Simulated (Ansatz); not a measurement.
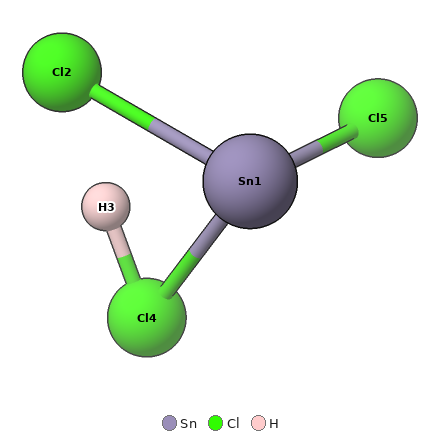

The system is the reacting system Cl3HSn; the picture shows the reference structure. The first coordinate is: distance Cl2–H3 (bond that forms); the second: distance Sn1–Cl2 (bond that breaks). Relaxed at each point: all other coordinates. The scan uses an 8 × 8 grid. Points are written as (first, second). Energies: kJ/mol, counted from the lowest grid point. The reference is spin-restricted, so regions where a bond is pulled apart into radicals lie too high. These are results of Ansatz, RKS PBE0-D4/def2-SVP, not measurements.

Its coordinates:

```xyz
5

Sn    0.3766    1.2725    0.2484
Cl    1.2608   -0.9330   -1.2607
H    -0.4001   -0.5206   -0.8665
Cl   -1.7435   -0.0847   -0.5197
Cl    0.5061    0.2658    2.3986
```

Range: distance Cl2–H3 (bond that forms) from 1.197 to 2.397 Å; distance Sn1–Cl2 (bond that breaks) from 2.169 to 3.969 Å.

Question: Predict the map.

Answer: The lowest grid point is at (1.302 Å, 3.063 Å); the map holds 2 wells of about this depth. The highest grid point, (2.397 Å, 3.969 Å), lies 216 kJ/mol above the lowest. On the interpolated surface the easiest way out of the lowest well to the well at about (2.18 Å, 2.47 Å) passes a barrier of about 10 kJ/mol, counted from the interpolated bottom of the well.

| second ↓, first → | 1.197 | 1.302 | 1.448 | 1.613 | 1.793 | 1.985 | 2.187 | 2.397 |
| --- | --- | --- | --- | --- | --- | --- | --- | --- |
| 3.969 | 34 | 17 | 40 | 88 | 134 | 169 | 195 | 216 |
| 3.654 | 29 | 11 | 32 | 75 | 112 | 139 | 160 | 178 |
| 3.351 | 23 | 5 | 23 | 56 | 83 | 103 | 119 | 133 |
| 3.063 | 20 | 0 | 13 | 35 | 50 | 62 | 73 | 84 |
| 2.793 | 26 | 3 | 7 | 15 | 20 | 24 | 30 | 36 |
| 2.545 | 52 | 26 | 17 | 11 | 5 | 2 | 2 | 4 |
| 2.327 | 118 | 85 | 62 | 42 | 25 | 15 | 10 | 9 |
| 2.169 | 215 | 176 | 140 | 109 | 84 | 69 | 60 | 56 |

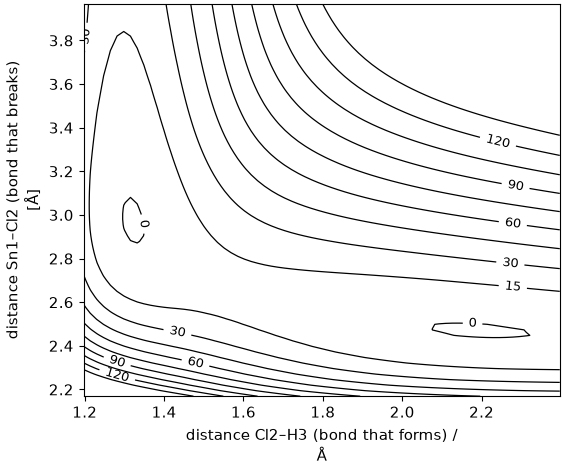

The picture shows contour lines labelled in kJ/mol (none above 135). Between grid points the surface is interpolated.

The whole map (64 points run) took 29 min on 1 thread of Arm Neoverse N1, on a shared host.
